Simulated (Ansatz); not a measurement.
**O (diamond type): a single-point run**

The task is a single-point run on O (diamond type). The structure is shown as the input types it.

Computed with Ansatz 0.2.0 (DFT, LDA, PAW with Ansatz's default frozen-core files, scalar-relativistic, unless a step's input says otherwise).

### Step 1. Starting point

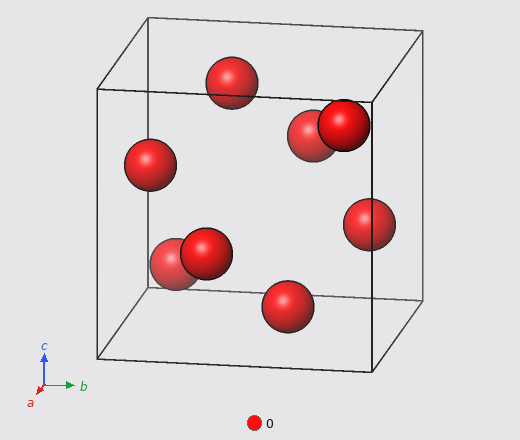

Start, viewed slightly off an axis; oxygen red. The cell drawn here is the conventional one.

Structure file:

```xyz
2
Lattice="0.0000 2.0555 2.0555 2.0555 0.0000 2.0555 2.0555 2.0555 0.0000" Properties=species:S:1:pos:R:3 pbc="T T T"
O    -0.5139   -0.5139   -0.5139
O     0.5139    0.5139    0.5139
```

### Step 2. Input and run

File input.yaml:

```yaml
crystal:
  lattice:
    - [0.0, 2.0554965976, 2.0554965976]
    - [2.0554965976, 0.0, 2.0554965976]
    - [2.0554965976, 2.0554965976, 0.0]
  atoms:
    - { symbol: O, position: [-0.125, -0.125, -0.125] }
    - { symbol: O, position: [0.125, 0.125, 0.125] }
kpoints:
  mp_grid: { grid: [14, 13, 15] }
scf:
  occupations: { method: fermi_dirac, width: 0.08 }
  max_iter: 50
hamiltonian:
  xc: lda
  pseudopotentials: { kind: paw }
output:
  forces: true
  stress: true
  eigenvalues: true
  populations: true
```

Started as:

```sh
$ ansatz run input.yaml --threads 1 --pin off --max-ram 2048MiB --backend cpu --events-out ev --progress --plain --runs-dir out
```

What it wrote, shortened:

```text
Warning: crystal.symmetry: narrowed to the stabiliser of the k-point mesh — unitary ops 48 → 2; excluded 46 operations that carry a point of the 14×13×15 mesh (shift [0, 0, 0]) off the mesh (the run samples exactly the mesh kpoints.mp_grid names, as under crystal.symmetry.detect: false, [...]
Pseudopotentials: kind: paw
Pseudopotential: O, paw, valence charge 6, recommended cutoff 420 eV (normal)
Functional definition: SPW92
[...]
Crystal: 2 atoms, lattice volume = 17.369 Å³
Basis set: ecut = 420 eV, 331 PW (Γ)
Bands: 10, of which v1, the nominal top of the filled ones, is band 6 counted from 1 (5 counted from 0)
Symmetry: 2 space group operations
k-points: 1366 of 2730
[...]
SCF iter   1: F=—  HF=-1101.331145 eV  |F-HF|=—  |Δ(HF+E_count)|=         —  Δρ=8.87e-3  dr2=8.02e-3  ethr=1.77e-3  ⟨swp⟩=4.9  Hψ=74627  notcnv=0
[...]
SCF iter   6: F=-1101.328405 eV  HF=-1101.328405 eV  |F-HF|=7.96e-12  |Δ(HF+E_count)|=  2.33e-10  Δρ=3.85e-7  dr2=1.07e-11  ethr=4.28e-12  ⟨swp⟩=1.0  Hψ=39282  notcnv=0
[...]
SCF converged after 6 iterations
Free energy (F): -1101.328405 eV
[...]
E sigma→0 (E₀):  -1101.313418 eV
Entropy (-TS):   -0.029974 eV (-14.987 meV/atom)
Fermi energy:    5.286110 eV
[...]
--- Forces (eV/Å), atoms counted from 1 ---
  atom   1  O     -0.00117140     0.00021960    -0.00085174
  atom   2  O      0.00117140    -0.00021960     0.00085174
[...]
--- Stress (GPa, compression-positive) ---
       24.941028       0.003441      -0.022301
        0.003441      24.984054       0.006304
       -0.022301       0.006304      24.967492
  P = ⅓ Tr σ = 24.9642 GPa (249.642 kbar)
--- Band table (eV; the first three rows and the last of 1366) ---
  k-point 0: bands = ["-18.1993", "-7.0106", "0.4607", "0.4609", "0.4611", "4.2830", "4.2832", "4.2833", "15.2082", "29.6568"]
[...]
--- Löwdin populations: 2 sites ---
  site symbol       q [e]
     0      O      5.9880
     1      O      5.9880
  spilling = 0.001999 (of n_electrons = 12.000000)
```

Run time: 17 s. Hardware: 1 thread of Arm Neoverse V1, shared host; peak memory 0.49 GiB.

### Step 3. A second look at the input

This run ends as converged, with warnings (symmetry narrowed by mesh). It gives a pressure of 25 GPa, which is large; a structure far from rest gives such values too, whatever the setting.

Look at the input: kpoints.mp_grid.grid is [14, 13, 15]. The risk: uneven k-mesh. It still converged here, which does not make the setting sound.

The test: set kpoints.mp_grid.grid to [14, 14, 14].

### Step 4. Second run, to compare

Other changes include scf.max_iter.

input.yaml: that of step 2 with these lines changed.

```diff
@@ -9,6 +9,5 @@
 kpoints:
-  mp_grid: { grid: [14, 13, 15] }
+  mp_grid: { grid: [14, 14, 14] }
 scf:
   occupations: { method: fermi_dirac, width: 0.08 }
-  max_iter: 50
 hamiltonian:
```

Started as:

```sh
$ ansatz run input.yaml --threads 1 --pin off --max-ram 2048MiB --backend cpu --events-out ev --progress --plain --runs-dir out
```

The main lines of its log:

```text
[...]
Basis set: ecut = 420 eV, 331 PW (Γ)
[...]
k-points: 104 of 2744
[...]
SCF iter   1: F=—  HF=-1101.330964 eV  |F-HF|=—  |Δ(HF+E_count)|=         —  Δρ=8.88e-3  dr2=8.03e-3  ethr=1.77e-3  ⟨swp⟩=4.8  Hψ=5675  notcnv=0
preconditioner: auto → none  [metal: Δε(μ)=0.032 eV  Ē_g=16.950 eV  σ=0.080 eV  W_gap=0.10  n_scr=0 (ndim 8)  ℏωp=30.9 eV  f_vac=0.000  D(μ)=1.44/eV (n_scr^D=14)]
SCF iter   2: F=—  HF=-1101.328179 eV  |F-HF|=—  |Δ(HF+E_count)|=   2.78e-3  Δρ=2.41e-3  dr2=4.50e-4  ethr=6.69e-5  ⟨swp⟩=2.5  Hψ=2387  notcnv=0
[...]
SCF iter   5: F=-1101.328213 eV  HF=-1101.328213 eV  |F-HF|=1.97e-10  |Δ(HF+E_count)|=   9.78e-9  Δρ=2.16e-6  dr2=5.18e-10  ethr=4.80e-10  ⟨swp⟩=2.4  Hψ=1585  notcnv=0
SCF iter   6: F=-1101.328213 eV  HF=-1101.328213 eV  |F-HF|=0.00e0  |Δ(HF+E_count)|=  2.45e-10  Δρ=9.34e-8  dr2=6.17e-13  ethr=4.31e-12  ⟨swp⟩=1.0  Hψ=2883  notcnv=0
[...]
SCF converged after 6 iterations
Free energy (F): -1101.328213 eV
[...]
E sigma→0 (E₀):  -1101.313249 eV
[...]
Fermi energy:    5.284996 eV
[...]
  P = ⅓ Tr σ = 24.9599 GPa (249.599 kbar)
[...]
```

Wall time 1.5 s (1 thread of Arm Neoverse V1, shared host); peak memory 0.26 GiB.

```
       run     ending  energy change  pressure (GPa)  gap (eV)  force (eV/Å)  cycles   time
 first try  converged  -0.1 meV/atom            25.0      0.00          0.00       6   17 s
second try  converged              0            25.0      0.00          0.00       6  1.5 s
```

### Step 5. Summary of results

```
                           quantity                      value
                          first try    converged, 6 SCF cycles
                 setting under test  mp_grid.grid [14, 13, 15]
                         second try    converged, 6 SCF cycles
energy (zero set by the potentials)              -1101.3282 eV
                           pressure                  24.96 GPa
                    gap on the mesh  none (metal on this mesh)
                      largest force                 0.000 eV/Å
```

Both runs end at the same energy: the doubtful setting did not spoil the result here. The structure is not at rest: the sound run finds 25 GPa, so these are no properties of the relaxed crystal. 
